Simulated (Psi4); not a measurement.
**PBE/def2-SVP (core potential) run of MoCl4O (SMILES O=[Mo](Cl)(Cl)(Cl)Cl)**

Aim: the energy change on altering one bond length of MoCl4O at PBE/def2-SVP (core potential), from 2 runs. 

The calculation is run with Psi4 1.11.

20 further runs of the same task are left out: 18 that didn't finish, 2 set aside as unsound or not needed. Runs told in other sessions of the task aren't counted.

## Step 1: The molecule

MoCl4O has 6 atoms, charge 0, and is taken as a singlet. SMILES: `O=[Mo](Cl)(Cl)(Cl)Cl`. Geometry: relaxed at PBE0-D4/def2-TZVP.

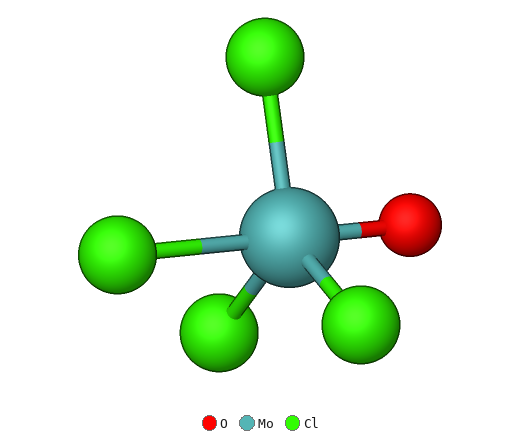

The structure, seen from a chosen angle (oxygen red, molybdenum teal, chlorine green).

## Step 2: The energy at PBE/def2-SVP (core potential)

The input, job.py:

```python
import psi4

psi4.set_memory(2200000000)
psi4.set_num_threads(1)
psi4.core.set_output_file('cl4moo.out', False)

molecule = psi4.geometry("""
O
Mo 1 1.666553
Cl 2 2.233088 1 92.75295
Cl 2 2.232992 1 92.76733 3 119.95731
Cl 2 2.373736 4 87.27718 1 -179.95609
Cl 2 2.233276 1 92.71211 3 -120.03774
symmetry c1
no_reorient
no_com
""")

psi4.set_options({
    'basis': 'def2-SVP',
    'reference': 'rks',
    'puream': True,
    'e_convergence': 1e-09,
    'd_convergence': 1e-08,
    'scf_type': 'pk',
    'dft_radial_points': 99,
    'dft_spherical_points': 590,
})

E, wfn = psi4.energy("pbe", molecule=molecule, return_wfn=True)
psi4.oeprop(wfn, "QUADRUPOLE", "MULLIKEN_CHARGES", "MAYER_INDICES")
print('E =', round(E, 9))
```

Command:

```sh
$ python job.py
```

cl4moo.out, cut to the lines that bear on the results:

```text
[...]
    !!!  WARNING: ECP capability is in beta. Please check occupations closely.  !!!
[...]
  Running in c1 symmetry.
[...]
  Nuclear repulsion =  614.411566815787296
[...]
  Multiplicity = 1
[...]
  Nalpha       = 45
  Nbeta        = 45
[...]
    Number of basis functions: 117
[...]
   @RKS iter   1: -1982.12244160624914    6.65240e-01   1.14741e-02 ADIIS/DIIS
[...]
   @RKS iter  17: -1983.00160535301666   -5.00222e-12   4.00758e-09 DIIS
[...]
    Orbital Energies [Eh]
    ---------------------
    Doubly Occupied:
       1A   -100.684916     2A   -100.684870     3A   -100.684775
       4A   -100.630387     5A    -18.841534     6A     -9.221220
       7A     -9.221174     8A     -9.221079     9A     -9.166075
      10A     -7.048802    11A     -7.048759    12A     -7.048667
      13A     -7.044419    14A     -7.044375    15A     -7.044281
      16A     -7.040819    17A     -7.040774    18A     -7.040675
      19A     -6.990551    20A     -6.989134    21A     -6.989128
      22A     -2.596374    23A     -1.642844    24A     -1.631343
      25A     -1.631337    26A     -0.880262    27A     -0.786472
      28A     -0.776277    29A     -0.776193    30A     -0.724552
      31A     -0.432392    32A     -0.425830    33A     -0.425819
      34A     -0.409183    35A     -0.409126    36A     -0.394892
[...]
  @RKS Final Energy: -1983.00160535301666
   => Energetics <=
    Nuclear Repulsion Energy =            614.4115668157872960
    One-Electron Energy =               -3984.9312054911847554
    Two-Electron Energy =                1516.0747000903966182
    DFT Exchange-Correlation Energy =    -128.5566667680160151
    Empirical Dispersion Energy =           0.0000000000000000
    VV10 Nonlocal Energy =                  0.0000000000000000
    Total Energy =                      -1983.0016053530166573
[...]
 Multipole Moments:
 ------------------------------------------------------------------------------------
     Multipole            Electronic (a.u.)      Nuclear  (a.u.)        Total (a.u.)
 ------------------------------------------------------------------------------------
 L = 1.  Multiply by 2.5417464519 to convert [e a0] to [Debye]
 Dipole X            :          0.0128810           -0.0110735            0.0018075
 Dipole Y            :         -0.0052864            0.0048379           -0.0004485
 Dipole Z            :        -16.3849728           16.0846929           -0.3002799
 Magnitude           :                                                    0.3002857
 L = 2.  Multiply by 1.3450342976 to convert [e a0^2] to [Debye ang]
 Quadrupole XX       :       -508.7457366          453.1018224          -55.6439142
 Quadrupole XY       :          0.2606547           -0.2574588            0.0031959
[...]
  Mulliken Charges: (a.u.)
   Center  Symbol    Alpha    Beta     Spin     Total
       1     O     4.08107  4.08107  0.00000 -0.16213
       2    MO     6.81388  6.81388  0.00000  0.37224
       3    CL     8.51116  8.51116  0.00000 -0.02231
       4    CL     8.51113  8.51113  0.00000 -0.02226
       5    CL     8.57158  8.57158  0.00000 -0.14316
       6    CL     8.51119  8.51119  0.00000 -0.02238
   Total alpha = 45.00000, Total beta = 45.00000, Total charge =  0.00000
  Mayer Bond Indices:
[...]
```

On the terminal:

```text
E = -1983.001605353
```

It took 14 s on 1 thread of AMD EPYC 9R45 (Zen 5), shared host; peak memory 0.71 GiB.

## Step 3: The distorted shape: energy and forces at PBE/def2-SVP (core potential)

The input, cl4moo.json:

```json
{
  "schema_name": "qcschema_input",
  "schema_version": 1,
  "molecule": {
    "schema_name": "qcschema_molecule",
    "schema_version": 2,
    "symbols": ["O", "Mo", "Cl", "Cl", "Cl", "Cl"],
    "geometry": [-2.48631077, -5.96813872, 2.84002404, -1.37696595, -3.30744213, 1.57182884, 2.6391556, -4.45962704, 2.16427687, -3.24324057, -4.05639728, -2.13793031, 1.46501018, 3.51842438, -1.67223754, -3.31312264, -0.89530122, 4.44300312],
    "molecular_charge": 0,
    "molecular_multiplicity": 1,
    "fix_symmetry": "c1",
    "fix_com": true,
    "fix_orientation": true
  },
  "driver": "gradient",
  "model": {
    "method": "pbe",
    "basis": "def2-SVP"
  },
  "keywords": {
    "puream": true,
    "e_convergence": 1e-09,
    "d_convergence": 1e-06,
    "scf_type": "pk",
    "dft_radial_points": 99,
    "dft_spherical_points": 590,
    "level_shift": 0.3,
    "level_shift_cutoff": 1e-09,
    "maxiter": 150,
    "scf_properties": ["QUADRUPOLE", "MULLIKEN_CHARGES", "LOWDIN_CHARGES"]
  }
}
```

Command:

```sh
$ psi4 --qcschema cl4moo.json -n 1 --memory 2200MB
```

stdout, cut to the lines that bear on the results:

```text
[...]
    !!!  WARNING: ECP capability is in beta. Please check occupations closely.  !!!
[...]
  Running in c1 symmetry.
[...]
  Nuclear repulsion =  537.962432581073017
[...]
  Multiplicity = 1
[...]
  Nalpha       = 45
  Nbeta        = 45
[...]
    Number of basis functions: 117
[...]
   @RKS iter   1: -1981.75680193068274    6.38428e-01   1.23833e-02 DIIS/ADIIS/SHIFT
[...]
   @RKS iter 108: -1982.90588259089327   -8.51287e-10   6.94025e-07 DIIS/SHIFT
[...]
  @RKS Final Energy: -1982.90588259089327
   => Energetics <=
    Nuclear Repulsion Energy =            537.9624325810730170
    One-Electron Energy =               -3831.6540719159697801
    Two-Electron Energy =                1439.2650557674146512
    DFT Exchange-Correlation Energy =    -128.4792990234114995
    Empirical Dispersion Energy =           0.0000000000000000
    VV10 Nonlocal Energy =                  0.0000000000000000
    Total Energy =                      -1982.9058825908932704
[...]
 Multipole Moments:
 ------------------------------------------------------------------------------------
     Multipole            Electronic (a.u.)      Nuclear  (a.u.)        Total (a.u.)
 ------------------------------------------------------------------------------------
 L = 1.  Multiply by 2.5417464519 to convert [e a0] to [Debye]
 Dipole X            :         80.1169790          -80.8553658           -0.7383868
 Dipole Y            :        192.4541282         -194.2286193           -1.7744911
 Dipole Z            :        -91.4348251           92.2767025            0.8418774
 Magnitude           :                                                    2.0982829
 L = 2.  Multiply by 1.3450342976 to convert [e a0^2] to [Debye ang]
 Quadrupole XX       :       -652.1110647          596.3138214          -55.7972433
 Quadrupole XY       :       -346.3468913          344.0873514           -2.2595399
[...]
  -Total Gradient:
     Atom            X                  Y                   Z
    ------   -----------------  -----------------  -----------------
       1        0.002399903308     0.005835261221    -0.002735179740
       2        0.009913075206     0.023670811901    -0.011348768076
       3       -0.013063637894    -0.010781061976     0.005039432496
       4       -0.001834237126    -0.011526033698     0.013263804080
       5        0.004330256346     0.010405704415    -0.004947555382
       6       -0.001748119432    -0.017602674980     0.000735585600
[...]
```

The result, in JSON:

```text
{
 "driver": "gradient",
 "model": {
  "method": "pbe",
  "basis": "def2-SVP"
 },
 "success": true,
 "return_result": [0.0023999033077796716, 0.005835261220831944, -0.002735179740353255, 0.009913075205633115, 0.02367081190057546, -0.01134876807565205, -0.013063637893520358, -0.010781061976104775, 0.005039432496481498, -0.001834237126356067, -0.011526033698129032, 0.01326380408033237, 0.00433025634598618, 0.010405704414608283, -0.004947555382316669, -0.0017481194319639987, -0.01760267497955481, 0.0007355856004329919],
 "properties": {
  "calcinfo_nbasis": 117,
  "calcinfo_nmo": 117,
  "calcinfo_nalpha": 45,
  "calcinfo_nbeta": 45,
  "calcinfo_natom": 6,
  "nuclear_repulsion_energy": 537.962432581073,
  "return_energy": -1982.9058825908933,
  "return_gradient": [0.0023999033077796716, 0.005835261220831944, -0.002735179740353255, 0.009913075205633115, 0.02367081190057546, -0.01134876807565205, -0.013063637893520358, -0.010781061976104775, 0.005039432496481498, -0.001834237126356067, -0.011526033698129032, 0.01326380408033237, 0.00433025634598618, 0.010405704414608283, -0.004947555382316669, -0.0017481194319639987, -0.01760267497955481, 0.0007355856004329919],
  "scf_one_electron_energy": -3831.65407191597,
  "scf_two_electron_energy": 1439.2650557674147,
  "scf_xc_energy": -128.4792990234115,
  "scf_dipole_moment": [-0.738386815699414, -1.7744911083880766, 0.8418773674446385],
  "scf_total_energy": -1982.9058825908933,
  "scf_total_gradient": [0.0023999033077796716, 0.005835261220831944, -0.002735179740353255, 0.009913075205633115, 0.02367081190057546, -0.01134876807565205, -0.013063637893520358, -0.010781061976104775, 0.005039432496481498, -0.001834237126356067, -0.011526033698129032, 0.01326380408033237, 0.00433025634598618, 0.010405704414608283, -0.004947555382316669, -0.0017481194319639987, -0.01760267497955481, 0.0007355856004329919],
  "scf_iterations": 108
 }
}
```

Wall time 65 s (1 thread of AMD EPYC 9R45 (Zen 5), shared host); peak memory 0.72 GiB.

## Step 4: Outcome

Level: PBE/def2-SVP (core potential).

| quantity | value |
| --- | --- |
| first shape: total energy | -1983.00161 Eh |
| first shape: dipole moment | 0.76 D |
| first shape: HOMO energy | -7.45 eV |
| first shape: LUMO energy | -5.13 eV |
| first shape: HOMO–LUMO gap | 2.32 eV |
| distorted shape: total energy | -1982.90588 Eh |
| distorted shape: dipole moment | 5.33 D |
| distorted shape: HOMO energy | -5.80 eV |
| distorted shape: largest force on an atom | 1.443 eV/Å |
| energy change with the Mo2–Cl5 bond stretched from 2.374 to 4.273 Å | 2.605 eV |

In words: One bond (distorted shape) is far stretched, which a spin-restricted single reference describes badly; a broken-symmetry solution may lie lower. With the Mo2–Cl5 bond stretched from 2.374 to 4.273 Å the energy rises by 2.60 eV (60 kcal/mol). The first shape isn't relaxed at this level, so the change isn't measured from a minimum. A restricted reference can't describe the breaking bond well at this length. With no_com the log's rotational constants are taken about the origin, not the centre of mass, so they aren't the molecule's. Mulliken charges (distorted shape) run from -0.31 on Cl5 to +0.51 on Mo2.
